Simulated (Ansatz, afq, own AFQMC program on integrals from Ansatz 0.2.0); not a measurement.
# CH₄Si (triplet): quantum Monte Carlo beside coupled cluster at distance C1–H5 along a hydrogen transfer = 1.358 Å, cc-pVTZ

How near does AFQMC come to the top of the ladder for CH₄Si (triplet)?

Computed with Ansatz 0.2.0, Gaussian basis, and an in-house AFQMC program (afq) on its integrals; all values are calculated. Level: cc-pVTZ, frozen cores.

Plan: PBE (unrestricted); CCSD(T) on UHF; CCSD(T) on UHF; r2SCAN (unrestricted); PBE0 (unrestricted); CCSD(T) on UHF; B3LYP (unrestricted); wB97M-V (unrestricted); B2PLYP (unrestricted); Phaseless AFQMC, CISD trial on UHF.

## 1. What is computed

The geometry derives from fragments relaxed apart (PBE0/def2-TZVP) and kept rigid, so it is no stationary point. A hydrogen atom is moved between rigid fragments.

6 atoms, charge 0, spin multiplicity 3.

Atoms are counted from 1 here; the program's logs count them from 0.

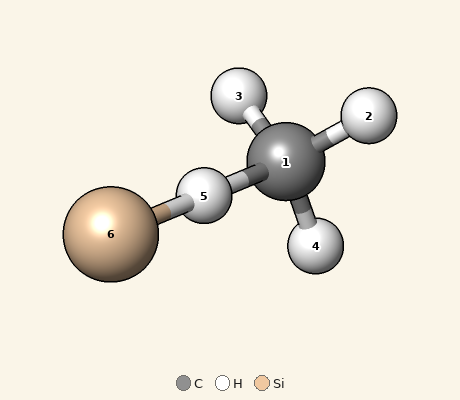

The geometry (carbon grey, hydrogen white, silicon light orange); atoms are numbered from 1 in the order of the file.

## 2. PBE (unrestricted)

in.yaml

```yaml
crystal:
  periodic: [false, false, false]
  atoms:
    - {symbol: C, position_ang: [-1.855671, 0.000000, 0.000000]}
    - {symbol: H, position_ang: [-2.218877, 1.027301, 0.000000]}
    - {symbol: H, position_ang: [-2.218877, -0.513650, 0.889668]}
    - {symbol: H, position_ang: [-2.218877, -0.513650, -0.889669]}
    - {symbol: H, position_ang: [-0.497671, 0.000000, 0.000000]}
    - {symbol: Si, position_ang: [1.050329, 0.000000, 0.000000]}
basis:
  gaussian: {orbitals: cc-pVTZ}
magnetization: {spin_polarized: true, initial_magnetization: 2}
hamiltonian: {xc: {name: PBE}}
output: {orbitals: {seedname: orbitals}}
```

Started as:

```
$ ansatz run in.yaml --threads 1 --pin off --events-out ev --progress --plain --max-ram 5632MiB --backend cpu
```

The program printed:

```text
Functional definition: PBE
  name "PBE"
  cite "Perdew, Burke & Ernzerhof, Phys. Rev. Lett. 77, 3865 (1996) doi:10.1103/PhysRevLett.77.3865"
  parent pbe
  parameter kappa = 0.804
  parameter beta = 0.06672455060314922
  exchange = pbe_x(kappa = kappa, mu = beta*pi^2/3)
  correlation = pbe_c(beta = beta)
679 factors; their error is unknown
mean field evaluation 1: about -8959.3602 eV, gradient 4.5e1 eV
mean field evaluation 2: about -8867.7824 eV, gradient 9.1e1 eV
mean field evaluation 4: about -8968.9906 eV, gradient 1.3e1 eV
mean field evaluation 8: about -8970.5660 eV, gradient 1.7e-1 eV
mean field evaluation 16: about -8970.5375 eV, gradient 9.3e-4 eV
mean field evaluation 32: about -8969.8160 eV, gradient 3.0e-3 eV
mean field evaluation 64: about -8970.4161 eV, gradient 1.1e0 eV
mean field -8970.53753131 eV, -329.6611738268 hartree, gradient 1.5e-5 eV, S^2 2.007229; 6 other end points of the search recorded, 0 dependent functions left out
reference -8970.53756526 eV, -329.6611750745 hartree; 13, 11 occupied and 107, 109 virtual orbitals, 679 factors
Total energy: -8970.53756526 eV, -329.6611750745 hartree
```

Run time: 8 s. Hardware: 1 thread of AMD EPYC 7R13 (Zen 3), shared host; peak memory 2 GiB.

From the report: ⟨S²⟩ of the determinant 2.007 (pure triplet: 2.00).

## 3. CCSD(T) on UHF

in.yaml, as its differences from that of step 2:

```diff
@@ -12,3 +12,2 @@
 magnetization: {spin_polarized: true, initial_magnetization: 2}
-hamiltonian: {xc: {name: PBE}}
-output: {orbitals: {seedname: orbitals}}
+correlation: {method: ccsd_t, electrons: outside_noble_gas, hamiltonian_folder: ham}
```

Started as:

```
$ ansatz run in.yaml --threads 1 --pin off --events-out ev --progress --plain --max-ram 16896MiB --backend cuda --devices 0, --max-vram 18GiB
```

The program printed (excerpt; [...] marks lines left out):

```text
Functional definition: HF
  name "HF"
  cite "Fock, Z. Phys. 61, 126 (1930) doi:10.1007/BF01340294"
  parent pbe
[...]
679 factors; integrals over basis functions are off by at most 1.1e-3 eV
[...]
mean field -8952.80011949 eV, -329.0093359653 hartree, gradient 1.1e-6 eV, S^2 2.028587; 10 other end points of the search recorded, 0 dependent functions left out
determinant -8952.80011949 eV, -329.0093359653 hartree, with singles and doubles -8961.30051739 eV, -329.3217198265 hartree
determinant -8952.06240821 eV, -328.9822255758 hartree, with singles and doubles -8960.59438309 eV, -329.2957698695 hartree
6 core orbitals not correlated: weight in the atoms' cores, before any rotation towards them, 1.000 or more for the frozen orbitals, at most 0.000 for the correlated occupied ones
reference -8952.80011949 eV, -329.0093359653 hartree; 7, 5 occupied and 107, 109 virtual orbitals, 679 factors
second order -7.34290956 eV of doubles, -0.00000000 eV of singles
cycle   1  -8.33285083 eV  change   -6.0e-1 eV  update   2.2e-2
[...]
cycle  10  -8.35275339 eV  change    3.0e-6 eV  update   7.0e-6
perturbative correction -0.33726094 eV, -0.0123941109 hartree
Total energy: -8961.49013382 eV, -329.3286881018 hartree
```

Wall time 8.5 s (1 × NVIDIA H100 80GB HBM3 with 1 thread of AMD EPYC 7R13 (Zen 3), shared host); peak host memory 2 GiB.

From the report: ⟨S²⟩ of the determinant 2.029 (pure triplet: 2.00); correlation -8.6900 eV; T1 0.020; largest double amplitude 0.10.

This run also writes the integrals to the folder ham.

## 4. CCSD(T) on UHF

in.yaml, as its differences from that of step 3:

```diff
@@ -10,4 +10,4 @@
 basis:
-  gaussian: {orbitals: cc-pVTZ}
+  gaussian: {orbitals: def2-TZVPP}
 magnetization: {spin_polarized: true, initial_magnetization: 2}
-correlation: {method: ccsd_t, electrons: outside_noble_gas, hamiltonian_folder: ham}
+correlation: {method: ccsd_t, electrons: outside_noble_gas}
```

Same command.

The program printed (excerpt; [...] marks lines left out):

```text
Functional definition: HF
  name "HF"
  cite "Fock, Z. Phys. 61, 126 (1930) doi:10.1007/BF01340294"
  parent pbe
[...]
738 factors; integrals over basis functions are off by at most 1.1e-3 eV
[...]
mean field -8952.68821178 eV, -329.0052234329 hartree, gradient 2.3e-6 eV, S^2 2.029756; 10 other end points of the search recorded, 0 dependent functions left out
determinant -8952.68821178 eV, -329.0052234329 hartree, with singles and doubles -8961.18265596 eV, -329.3173884988 hartree
determinant -8951.95503215 eV, -328.9782795785 hartree, with singles and doubles -8960.48141240 eV, -329.2916182732 hartree
6 core orbitals not correlated: weight in the atoms' cores, before any rotation towards them, 1.000 or more for the frozen orbitals, at most 0.000 for the correlated occupied ones
reference -8952.68821178 eV, -329.0052234329 hartree; 7, 5 occupied and 116, 118 virtual orbitals, 738 factors
second order -7.33134436 eV of doubles, -0.00000000 eV of singles
cycle   1  -8.32856003 eV  change   -5.9e-1 eV  update   2.3e-2
[...]
cycle  10  -8.34999989 eV  change    2.6e-6 eV  update   7.3e-6
perturbative correction -0.33787402 eV, -0.0124166413 hartree
Total energy: -8961.37608569 eV, -329.3244969102 hartree
```

Run time: 8 s. Hardware: 1 × NVIDIA H100 80GB HBM3 with 1 thread of AMD EPYC 7R13 (Zen 3), shared host; peak host memory 2 GiB.

From the report: ⟨S²⟩ of the determinant 2.030 (pure triplet: 2.00); correlation -8.6879 eV; T1 0.020; largest double amplitude 0.09.

## 5. r2SCAN (unrestricted)

in.yaml, as its differences from that of step 4:

```diff
@@ -10,4 +10,4 @@
 basis:
-  gaussian: {orbitals: def2-TZVPP}
+  gaussian: {orbitals: cc-pVTZ}
 magnetization: {spin_polarized: true, initial_magnetization: 2}
-correlation: {method: ccsd_t, electrons: outside_noble_gas}
+hamiltonian: {xc: {name: r2SCAN}}
```

Started as:

```
$ ansatz run in.yaml --threads 1 --pin off --events-out ev --progress --plain --max-ram 5632MiB --backend cpu
```

The program printed (excerpt; [...] marks lines left out):

```text
Functional definition: r2SCAN
  name "r2SCAN"
  cite "Furness, Kaplan, Ning, Perdew & Sun, J. Phys. Chem. Lett. 11, 8208 (2020) doi:10.1021/acs.jpclett.0c02405"
  cite "Furness, Kaplan, Ning, Perdew & Sun, J. Phys. Chem. Lett. 11, 9248 (2020) doi:10.1021/acs.jpclett.0c03077"
  parent r2scan
[...]
679 factors; their error is unknown
[...]
mean field -8974.73138942 eV, -329.8152952698 hartree, gradient 2.2e-5 eV, S^2 2.013730; 6 other end points of the search recorded, 0 dependent functions left out
reference -8974.73140087 eV, -329.8152956904 hartree; 13, 11 occupied and 107, 109 virtual orbitals, 679 factors
Total energy: -8974.73140087 eV, -329.8152956904 hartree
```

Run time: 16 s. Hardware: 1 thread of AMD EPYC 7R13 (Zen 3), shared host; peak memory 2 GiB.

From the report: ⟨S²⟩ of the determinant 2.014 (pure triplet: 2.00).

## 6. PBE0 (unrestricted)

in.yaml, as its differences from that of step 5:

```diff
@@ -12,2 +12,3 @@
 magnetization: {spin_polarized: true, initial_magnetization: 2}
-hamiltonian: {xc: {name: r2SCAN}}
+hamiltonian: {xc: {name: PBE0}}
+output: {orbitals: {seedname: orbitals}}
```

Launched as before.

The program printed:

```text
Functional definition: PBE0
  name "PBE0"
  cite "Adamo & Barone, J. Chem. Phys. 110, 6158 (1999) doi:10.1063/1.478522"
  cite "Perdew, Burke & Ernzerhof, Phys. Rev. Lett. 77, 3865 (1996) doi:10.1103/PhysRevLett.77.3865"
  parent pbe
  parameter a = 0.25
  parameter kappa = 0.804
  parameter beta = 0.06672455060314922
  exchange = (1 - a)*pbe_x(kappa = kappa, mu = beta*pi^2/3) + a*exact_x
  correlation = pbe_c(beta = beta)
697 factors; their error is unknown
mean field evaluation 1: about -8964.0403 eV, gradient 3.6e1 eV
mean field evaluation 2: about -8950.6935 eV, gradient 5.3e1 eV
mean field evaluation 4: about -8970.6471 eV, gradient 2.1e0 eV
mean field evaluation 8: about -8970.6802 eV, gradient 7.5e-2 eV
mean field evaluation 16: about -8970.7084 eV, gradient 7.0e-5 eV
mean field evaluation 32: about -8970.6788 eV, gradient 2.8e-1 eV
mean field -8971.40033062 eV, -329.6928811166 hartree, gradient 1.9e-5 eV, S^2 2.009618; 4 other end points of the search recorded, 0 dependent functions left out
reference -8971.40035609 eV, -329.6928820527 hartree; 13, 11 occupied and 107, 109 virtual orbitals, 697 factors
Total energy: -8971.40035609 eV, -329.6928820527 hartree
```

Wall time 8.5 s (1 thread of AMD EPYC 7R13 (Zen 3), shared host); peak memory 2 GiB.

From the report: ⟨S²⟩ of the determinant 2.010 (pure triplet: 2.00).

## 7. CCSD(T) on UHF

in.yaml, as its differences from that of step 6:

```diff
@@ -10,5 +10,4 @@
 basis:
-  gaussian: {orbitals: cc-pVTZ}
+  gaussian: {orbitals: "def2-QZVPP.json"}
 magnetization: {spin_polarized: true, initial_magnetization: 2}
-hamiltonian: {xc: {name: PBE0}}
-output: {orbitals: {seedname: orbitals}}
+correlation: {method: ccsd_t, electrons: outside_noble_gas}
```

Started as:

```
$ ansatz run in.yaml --threads 1 --pin off --events-out ev --progress --plain --max-ram 16896MiB --backend cuda --devices 0, --max-vram 18GiB
```

The program printed (excerpt; [...] marks lines left out):

```text
Functional definition: HF
  name "HF"
  cite "Fock, Z. Phys. 61, 126 (1930) doi:10.1007/BF01340294"
  parent pbe
[...]
1445 factors; integrals over basis functions are off by at most 9.7e-4 eV
[...]
mean field -8952.97002908 eV, -329.0155800276 hartree, gradient 2.4e-6 eV, S^2 2.030331; 11 other end points of the search recorded, 0 dependent functions left out
determinant -8952.97002908 eV, -329.0155800276 hartree, with singles and doubles -8961.91889494 eV, -329.3444447824 hartree
determinant -8952.23789699 eV, -328.9886746698 hartree, with singles and doubles -8961.23274089 eV, -329.3192290859 hartree
6 core orbitals not correlated: weight in the atoms' cores, before any rotation towards them, 1.000 or more for the frozen orbitals, at most 0.000 for the correlated occupied ones
reference -8952.97002908 eV, -329.0155800276 hartree; 7, 5 occupied and 234, 236 virtual orbitals, 1445 factors
second order -7.78251509 eV of doubles, -0.00000000 eV of singles
cycle   1  -8.64899574 eV  change   -7.8e-1 eV  update   2.7e-2
[...]
cycle  10  -8.68522608 eV  change    4.6e-6 eV  update   9.5e-6
perturbative correction -0.37358928 eV, -0.0137291527 hartree
Total energy: -8962.02884443 eV, -329.3484853515 hartree
```

It took 20 s on 1 × NVIDIA H100 80GB HBM3 with 1 thread of AMD EPYC 7R13 (Zen 3), shared host; peak host memory 2 GiB.

From the report: ⟨S²⟩ of the determinant 2.030 (pure triplet: 2.00); correlation -9.0588 eV; T1 0.021; largest double amplitude 0.08.

## 8. B3LYP (unrestricted)

in.yaml, as its differences from that of step 7:

```diff
@@ -10,4 +10,4 @@
 basis:
-  gaussian: {orbitals: "def2-QZVPP.json"}
+  gaussian: {orbitals: cc-pVTZ}
 magnetization: {spin_polarized: true, initial_magnetization: 2}
-correlation: {method: ccsd_t, electrons: outside_noble_gas}
+hamiltonian: {xc: {name: B3LYP}}
```

Started as:

```
$ ansatz run in.yaml --threads 1 --pin off --events-out ev --progress --plain --max-ram 5632MiB --backend cpu
```

The program printed (excerpt; [...] marks lines left out):

```text
Functional definition: B3LYP
  name "B3LYP"
  cite "Stephens, Devlin, Chabalowski & Frisch, J. Phys. Chem. 98, 11623 (1994) doi:10.1021/j100096a001"
  cite "Becke, Phys. Rev. A 38, 3098 (1988) doi:10.1103/PhysRevA.38.3098"
  cite "Lee, Yang & Parr, Phys. Rev. B 37, 785 (1988) doi:10.1103/PhysRevB.37.785"
  cite "Vosko, Wilk & Nusair, Can. J. Phys. 58, 1200 (1980) doi:10.1139/p80-159"
[...]
688 factors; their error is unknown
[...]
mean field -8976.90918872 eV, -329.8953279179 hartree, gradient 1.2e-5 eV, S^2 2.006378; 4 other end points of the search recorded, 0 dependent functions left out
reference -8976.90940025 eV, -329.8953356914 hartree; 13, 11 occupied and 107, 109 virtual orbitals, 688 factors
Total energy: -8976.90940025 eV, -329.8953356914 hartree
```

It took 8.5 s on 1 thread of AMD EPYC 7R13 (Zen 3), shared host; peak memory 2 GiB.

From the report: ⟨S²⟩ of the determinant 2.006 (pure triplet: 2.00).

## 9. wB97M-V (unrestricted)

in.yaml, as its differences from that of step 8:

```diff
@@ -12,2 +12,3 @@
 magnetization: {spin_polarized: true, initial_magnetization: 2}
-hamiltonian: {xc: {name: B3LYP}}
+hamiltonian: {xc: {name: wB97M-V}}
+output: {orbitals: {seedname: orbitals}}
```

Same command.

The program printed (excerpt; [...] marks lines left out):

```text
Functional definition: wB97M-V
  name "wB97M-V"
  cite "Mardirossian & Head-Gordon, J. Chem. Phys. 144, 214110 (2016) doi:10.1063/1.4952647"
  cite "Becke, J. Chem. Phys. 107, 8554 (1997) doi:10.1063/1.475007"
  cite "Vydrov & Van Voorhis, J. Chem. Phys. 133, 244103 (2010) doi:10.1063/1.3521275"
  # Of w^i u^j: cxij and so on, Table III.
[...]
  gx(w, u) = 1 - cx + cx01*u + cx10*w
  gss(w, u) = css00 + css04*u^4 + css10*w + css20*w^2 + css43*w^4*u^3
  gos(w, u) = cos00 + cos10*w + (cos20 + cos21*u)*w^2 + (cos60 + cos61*u)*w^6
[...]
      + integral(e_c_pw_mod_opposite_spin*gos(b97_w_opposite, b97_u_opposite)) + vv10(b, c)
688 factors; their error is unknown
175 factors; integrals over basis functions are off by at most 1.0e-4 eV
[...]
mean field -8974.46831290 eV, -329.8056273860 hartree, gradient 9.1e-6 eV, S^2 2.005749; 4 other end points of the search recorded, 0 dependent functions left out
reference -8974.46834892 eV, -329.8056287095 hartree; 13, 11 occupied and 107, 109 virtual orbitals, 688 factors
Total energy: -8974.46834892 eV, -329.8056287095 hartree
```

Run time: 20 s. Hardware: 1 thread of AMD EPYC 7R13 (Zen 3), shared host; peak memory 2 GiB.

From the report: ⟨S²⟩ of the determinant 2.006 (pure triplet: 2.00).

## 10. B2PLYP (unrestricted)

in.yaml, as its differences from that of step 9:

```diff
@@ -12,3 +12,3 @@
 magnetization: {spin_polarized: true, initial_magnetization: 2}
-hamiltonian: {xc: {name: wB97M-V}}
-output: {orbitals: {seedname: orbitals}}
+hamiltonian: {xc: {name: B2PLYP}}
+correlation: {electrons: outside_noble_gas}
```

Launched as before.

The program printed (excerpt; [...] marks lines left out):

```text
Functional definition: B2PLYP
  name "B2PLYP"
  cite "Grimme, J. Chem. Phys. 124, 034108 (2006) doi:10.1063/1.2148954"
  cite "Becke, Phys. Rev. A 38, 3098 (1988) doi:10.1103/PhysRevA.38.3098"
  cite "Lee, Yang & Parr, Phys. Rev. B 37, 785 (1988) doi:10.1103/PhysRevB.37.785"
[...]
679 factors; integrals over basis functions are off by at most 1.1e-3 eV
[...]
mean field -8969.21408442 eV, -329.6125380508 hartree, gradient 6.1e-6 eV, S^2 2.011390; 5 other end points of the search recorded, 0 dependent functions left out
6 core orbitals not correlated: weight in the atoms' cores, before any rotation towards them, 1.000 or more for the frozen orbitals, at most 0.000 for the correlated occupied ones
reference -8969.21421798 eV, -329.6125429592 hartree; 7, 5 occupied and 107, 109 virtual orbitals, 679 factors
second order -9.13219911 eV of doubles, -0.00000000 eV of singles
Total energy: -8971.67991174 eV, -329.7031555335 hartree
```

Wall time 6.5 s (1 thread of AMD EPYC 7R13 (Zen 3), shared host); peak memory 2 GiB.

From the report: ⟨S²⟩ of the determinant 2.011 (pure triplet: 2.00).

## 11. Phaseless AFQMC, CISD trial on UHF

It reads the integrals that the CCSD(T) run on this determinant wrote.

Started as:

```
$ afq ham --method phaseless --trial cisd --walkers 600 --populations 10 --least-time 60 --time-step 0.005 --steps-per-block 50 --equilibration-blocks 28 --max-blocks 4000 --target-error 0.00021 --factor-cut 1e-05 --start spin_pure --seed 5148 --release-times 0.24,0.51,0.99,1.62,2.4 --release-step 0.03 --release-every 3 --taylor-order 6
```

The program printed:

```text
orbitals 114  electrons 7 5  factors 670 of 679
reference energy -329.00933597 Eh
CCSD correlation -0.30695820 Eh in 12 cycles, weight of the determinant in the CISD state 0.8531
energy of the start -329.314669 Eh
 block  time / (1/Eh)  mean weight  energy / Eh
     1     0.250  0.9998  -329.311379
     2     0.500  1.0006  -329.314746
     3     0.750  0.9997  -329.318385
     4     1.000  1.0011  -329.321634
     5     1.250  1.0011  -329.323387
     6     1.500  0.9993  -329.325945
     7     1.750  0.9993  -329.326757
     8     2.000  0.9997  -329.326586
     9     2.250  0.9996  -329.327693
    10     2.500  1.0004  -329.329855
    11     2.750  1.0000  -329.326705
    16     4.000  1.0007  -329.328913
    21     5.250  1.0003  -329.329242
    26     6.500  0.9994  -329.328266
    31     7.750  1.0002  -329.331192
    36     9.000  0.9999  -329.332764
    41    10.250  1.0001  -329.330642
    46    11.500  0.9997  -329.328955
    51    12.750  1.0005  -329.330087
    56    14.000  1.0003  -329.330663
    61    15.250  1.0001  -329.329839
    66    16.500  0.9999  -329.330636
    71    17.750  0.9997  -329.327343
    76    19.000  0.9996  -329.331038
    81    20.250  0.9997  -329.329553
    86    21.500  1.0000  -329.329500
    91    22.750  1.0000  -329.328484
    96    24.000  1.0000  -329.331427
   101    25.250  0.9980  -329.330867
   106    26.500  1.0000  -329.333598
   111    27.750  1.0004  -329.330183
   116    29.000  1.0004  -329.327573
   121    30.250  1.0006  -329.330434
   126    31.500  1.0001  -329.331114
   131    32.750  1.0008  -329.328514
   136    34.000  1.0009  -329.325152
   141    35.250  1.0016  -329.329013
   146    36.500  1.0004  -329.327775
   151    37.750  1.0000  -329.329425
   156    39.000  0.9991  -329.329436
   161    40.250  0.9985  -329.328956
   166    41.500  0.9988  -329.331374
   171    42.750  0.9999  -329.327579
   176    44.000  1.0004  -329.325003
   181    45.250  1.0003  -329.328252
   186    46.500  1.0003  -329.329659
   191    47.750  1.0008  -329.332492
   196    49.000  0.9995  -329.331994
   201    50.250  0.9995  -329.331028
   206    51.500  1.0007  -329.329551
   211    52.750  1.0003  -329.329680
   216    54.000  1.0019  -329.332078
error from the spread of 10 populations
released: time / (1/Eh)  energy / Eh  error  mean overlap
  0.24  -329.329810  0.000230  0.9945
  0.51  -329.330167  0.000184  0.9907
  0.99  -329.330480  0.000174  0.9822
  1.62  -329.330476  0.000251  0.9819
  2.40  -329.330066  0.000324  0.9847
energy -329.329618 +/- 0.000200 Eh
```

Run time: 2.8 min. Hardware: 1 × NVIDIA H100 80GB HBM3 with 2 threads of AMD EPYC 7R13 (Zen 3), shared host; peak host memory 2 GiB.

Energy -8961.5154 ± 0.0054 eV. Caveats: constraint bias not in the error.

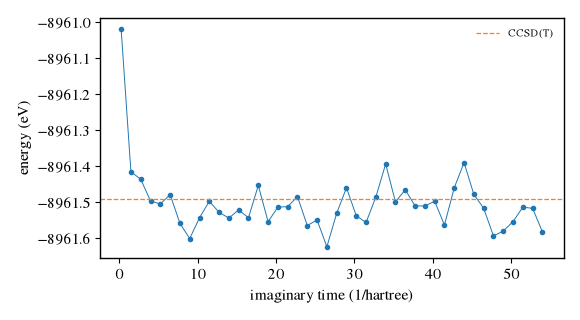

Block energies along the walk.

## 12. AFQMC on the ladder

On the UHF determinant, counted from CCSD(T) (a yardstick, not exact):

```
                                               level  energy (eV)  from CCSD(T) (kJ/mol)  statistical error (kJ/mol)     time
                                                  HF   -8952.8001                 +838.5                                     
                                                 MP2   -8960.1430                 +130.0                                     
                                                CCSD   -8961.1529                  +32.5                                     
                                             CCSD(T)   -8961.4901                    0.0                                     
Phaseless AFQMC, CISD trial, step 0.005, 600 walkers   -8961.5154                   -2.4                         0.5  2.8 min
```

The functionals' totals stand on their own zeros and serve differences with other points: PBE -8970.538 eV; r2SCAN -8974.731 eV; PBE0 -8971.400 eV; B3LYP -8976.909 eV; wB97M-V -8974.468 eV; B2PLYP -8971.680 eV.

## 13. Outcome

| quantity | value |
| --- | --- |
| Phaseless AFQMC, CISD trial on UHF from CCSD(T) | -2.4 ± 0.5 kJ/mol |

What this shows: On UHF the phaseless walk with the CISD trial lies -2.4 kJ/mol from CCSD(T), 5 times its error bar. Error bars are statistical and leave out the constraint, the time step and what remains of the start.
